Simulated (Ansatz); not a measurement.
**C3H11NSn: small, medium and large basis sets**

How large a basis does C3H11NSn need? Two functionals are run in growing sets.

Program: Ansatz 0.2.0, Gaussian basis. Level of theory: one geometry, several basis sets. These are calculated values, not measurements.

Levels to be run: PBE0-D4/def2-SVP; ωB97M-V/def2-SVP; PBE0-D4/def2-QZVPP; ωB97M-V/def2-QZVPP; the functionals' def2-TZVPP values are taken from earlier runs.

**1. The relaxed structure**

An earlier PBE0-D4 in a triple-zeta def2 set relaxation fixed the geometry. Sn takes the def2 core potential; no spin-orbit term is included.

SMILES `[CH3][Sn]([CH3])([CH3])[NH2]`, 16 atoms, charge 0, spin multiplicity 1.

Atoms are counted from 1 here; the program's logs count them from 0.

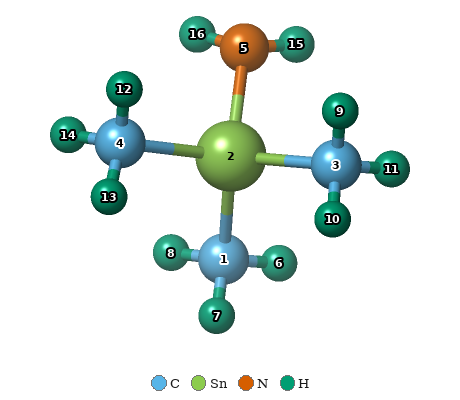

The structure; carbon blue, tin green, nitrogen orange, hydrogen teal; atoms are numbered from 1 in the order of the file.

**2. PBE0-D4 in def2-SVP**

Contents of in.yaml:

```yaml
crystal:
  periodic: [false, false, false]
  atoms:
    - {symbol: C, position_ang: [-1.005483, 0.501347, -1.759525]}
    - {symbol: Sn, position_ang: [-0.038226, 0.033464, 0.103357]}
    - {symbol: C, position_ang: [1.932920, 0.860717, 0.162588]}
    - {symbol: C, position_ang: [-0.057053, -2.075340, 0.458017]}
    - {symbol: N, position_ang: [-0.999302, 0.846921, 1.710865]}
    - {symbol: H, position_ang: [-1.040687, 1.582126, -1.904304]}
    - {symbol: H, position_ang: [-0.461434, 0.055047, -2.594034]}
    - {symbol: H, position_ang: [-2.025668, 0.114688, -1.761679]}
    - {symbol: H, position_ang: [2.389165, 0.650248, 1.130361]}
    - {symbol: H, position_ang: [2.554178, 0.429164, -0.623482]}
    - {symbol: H, position_ang: [1.895365, 1.941759, 0.020258]}
    - {symbol: H, position_ang: [0.412870, -2.289390, 1.418425]}
    - {symbol: H, position_ang: [0.486470, -2.601818, -0.327797]}
    - {symbol: H, position_ang: [-1.082527, -2.447244, 0.479022]}
    - {symbol: H, position_ang: [-1.034958, 1.858472, 1.699724]}
    - {symbol: H, position_ang: [-1.948531, 0.517139, 1.832604]}
basis:
  gaussian: {orbitals: def2-SVP}
hamiltonian: {xc: pbe0, dispersion: d4}
output: {orbitals: {seedname: orbitals}}
```

Launch:

```
$ ansatz run in.yaml --threads 4 --pin off --events-out ev --progress --plain --max-ram 11315MiB
```

The program printed:

```text
Functional definition: PBE0
  name "PBE0"
  cite "Adamo & Barone, J. Chem. Phys. 110, 6158 (1999) doi:10.1063/1.478522"
  cite "Perdew, Burke & Ernzerhof, Phys. Rev. Lett. 77, 3865 (1996) doi:10.1103/PhysRevLett.77.3865"
  parent pbe
  parameter a = 0.25
  parameter kappa = 0.804
  parameter beta = 0.06672455060314922
  exchange = (1 - a)*pbe_x(kappa = kappa, mu = beta*pi^2/3) + a*exact_x
  correlation = pbe_c(beta = beta)
1638 factors; their error is unknown
mean field evaluation 1: about -10586.9548 eV, gradient 8.3e1 eV
mean field evaluation 2: about -10578.8256 eV, gradient 9.8e1 eV
mean field evaluation 4: about -10602.6718 eV, gradient 3.9e0 eV
mean field evaluation 8: about -10602.6995 eV, gradient 2.5e-2 eV
mean field evaluation 16: about -10602.7582 eV, gradient 1.4e-5 eV
mean field -10602.75819023 eV, -389.6441766834 hartree, gradient 1.4e-5 eV, S^2 0.000000; 0 other end points of the search recorded, 0 dependent functions left out
reference -10602.75822485 eV, -389.6441779556 hartree; 29, 29 occupied and 108, 108 virtual orbitals, 1638 factors
Total energy: -10603.03721493 eV, -389.6544306520 hartree
```

Wall time 1.9 s (4 threads of Arm Neoverse V1, shared host); peak memory 0.37 GiB.

**3. ωB97M-V in def2-SVP**

in.yaml, as its differences from that of step 2:

```diff
@@ -21,3 +21,3 @@
   gaussian: {orbitals: def2-SVP}
-hamiltonian: {xc: pbe0, dispersion: d4}
+hamiltonian: {xc: {name: wB97M-V}}
 output: {orbitals: {seedname: orbitals}}
```

The command is unchanged.

The program printed, shortened:

```text
Functional definition: wB97M-V
  name "wB97M-V"
  cite "Mardirossian & Head-Gordon, J. Chem. Phys. 144, 214110 (2016) doi:10.1063/1.4952647"
  cite "Becke, J. Chem. Phys. 107, 8554 (1997) doi:10.1063/1.475007"
  cite "Vydrov & Van Voorhis, J. Chem. Phys. 133, 244103 (2010) doi:10.1063/1.3521275"
  # Of w^i u^j: cxij and so on, Table III.
[...]
  gx(w, u) = 1 - cx + cx01*u + cx10*w
  gss(w, u) = css00 + css04*u^4 + css10*w + css20*w^2 + css43*w^4*u^3
  gos(w, u) = cos00 + cos10*w + (cos20 + cos21*u)*w^2 + (cos60 + cos61*u)*w^6
[...]
      + integral(e_c_pw_mod_opposite_spin*gos(b97_w_opposite, b97_u_opposite)) + vv10(b, c)
1624 factors; their error is unknown
423 factors; integrals over basis functions are off by at most 7.7e-6 eV
[...]
mean field -10604.00633788 eV, -389.6900452636 hartree, gradient 3.6e-5 eV, S^2 0.000000; 0 other end points of the search recorded, 0 dependent functions left out
reference -10604.00639008 eV, -389.6900471819 hartree; 29, 29 occupied and 108, 108 virtual orbitals, 1624 factors
Total energy: -10604.00639008 eV, -389.6900471819 hartree
```

Wall time 7.5 s (4 threads of Arm Neoverse V1, shared host); peak memory 0.51 GiB.

**4. PBE0-D4 in def2-QZVPP**

in.yaml, as its differences from that of step 3:

```diff
@@ -20,4 +20,4 @@
 basis:
-  gaussian: {orbitals: def2-SVP}
-hamiltonian: {xc: {name: wB97M-V}}
+  gaussian: {orbitals: "def2-QZVPP.json"}
+hamiltonian: {xc: pbe0, dispersion: d4}
 output: {orbitals: {seedname: orbitals}}
```

Launched as before.

The program printed:

```text
Functional definition: PBE0
  name "PBE0"
  cite "Adamo & Barone, J. Chem. Phys. 110, 6158 (1999) doi:10.1063/1.478522"
  cite "Perdew, Burke & Ernzerhof, Phys. Rev. Lett. 77, 3865 (1996) doi:10.1103/PhysRevLett.77.3865"
  parent pbe
  parameter a = 0.25
  parameter kappa = 0.804
  parameter beta = 0.06672455060314922
  exchange = (1 - a)*pbe_x(kappa = kappa, mu = beta*pi^2/3) + a*exact_x
  correlation = pbe_c(beta = beta)
1855 factors; their error is unknown
mean field evaluation 1: about -10587.3854 eV, gradient 1.0e2 eV
mean field evaluation 2: about -10572.6221 eV, gradient 1.2e2 eV
mean field evaluation 4: about -10608.9188 eV, gradient 7.7e0 eV
mean field evaluation 8: about -10609.0332 eV, gradient 7.4e-2 eV
mean field evaluation 16: about -10609.0931 eV, gradient 1.7e-4 eV
mean field -10609.09305803 eV, -389.8769787810 hartree, gradient 1.7e-5 eV, S^2 0.000000; 0 other end points of the search recorded, 0 dependent functions left out
reference -10609.09310944 eV, -389.8769806703 hartree; 29, 29 occupied and 611, 611 virtual orbitals, 1855 factors
Total energy: -10609.37209952 eV, -389.8872333667 hartree
```

Run time: 17 s. Hardware: 4 threads of Arm Neoverse V1, shared host; peak memory 2.9 GiB.

**5. ωB97M-V in def2-QZVPP**

in.yaml, as its differences from that of step 4:

```diff
@@ -21,3 +21,3 @@
   gaussian: {orbitals: "def2-QZVPP.json"}
-hamiltonian: {xc: pbe0, dispersion: d4}
+hamiltonian: {xc: {name: wB97M-V}}
 output: {orbitals: {seedname: orbitals}}
```

The command is unchanged.

The program printed, shortened:

```text
Functional definition: wB97M-V
  name "wB97M-V"
  cite "Mardirossian & Head-Gordon, J. Chem. Phys. 144, 214110 (2016) doi:10.1063/1.4952647"
  cite "Becke, J. Chem. Phys. 107, 8554 (1997) doi:10.1063/1.475007"
  cite "Vydrov & Van Voorhis, J. Chem. Phys. 133, 244103 (2010) doi:10.1063/1.3521275"
  # Of w^i u^j: cxij and so on, Table III.
[...]
  gx(w, u) = 1 - cx + cx01*u + cx10*w
  gss(w, u) = css00 + css04*u^4 + css10*w + css20*w^2 + css43*w^4*u^3
  gos(w, u) = cos00 + cos10*w + (cos20 + cos21*u)*w^2 + (cos60 + cos61*u)*w^6
[...]
      + integral(e_c_pw_mod_opposite_spin*gos(b97_w_opposite, b97_u_opposite)) + vv10(b, c)
1838 factors; their error is unknown
529 factors; integrals over basis functions are off by at most 5.2e-6 eV
[...]
mean field -10610.68272866 eV, -389.9353980991 hartree, gradient 2.0e-5 eV, S^2 0.000000; 0 other end points of the search recorded, 0 dependent functions left out
reference -10610.68281079 eV, -389.9354011176 hartree; 29, 29 occupied and 611, 611 virtual orbitals, 1838 factors
Total energy: -10610.68281079 eV, -389.9354011176 hartree
```

It took 40 s on 4 threads of Arm Neoverse V1, shared host; peak memory 3.2 GiB.

**6. Density functionals: the series**

The def2-TZVPP values come from earlier runs at the same geometry.

```
functional       basis  functions  energy (eV)  from the largest (eV)  HOMO (eV)  LUMO (eV)
   PBE0-D4    def2-SVP        137  -10603.0372                  6.335      -6.43       0.98
   PBE0-D4  def2-TZVPP        328  -10609.0147                  0.357      -6.69       0.42
   PBE0-D4  def2-QZVPP        640  -10609.3721                  0.000      -6.73       0.05
   ωB97M-V    def2-SVP        137  -10604.0064                  6.676      -8.77       2.62
   ωB97M-V  def2-TZVPP        328  -10610.3303                  0.352      -9.01       1.85
   ωB97M-V  def2-QZVPP        640  -10610.6828                  0.000      -9.05       1.21
```

**7. Outcome**

```
                                       quantity          value
PBE0-D4: double and triple zeta above quadruple  6.33, 0.36 eV
ωB97M-V: double and triple zeta above quadruple  6.68, 0.35 eV
```

**Reading.** PBE0-D4 gains 5.98 eV from double to triple zeta, then 0.36 eV more. Total energies overstate the basis error of differences, where much of it tends to cancel. The LUMO of ωB97M-V is positive and keeps falling with the basis (2.62 to 1.21 eV): an unbound level that the basis holds in place.

For PBE0-D4 the largest set took about 9 times as long as the smallest (17 s against 1.9 s).
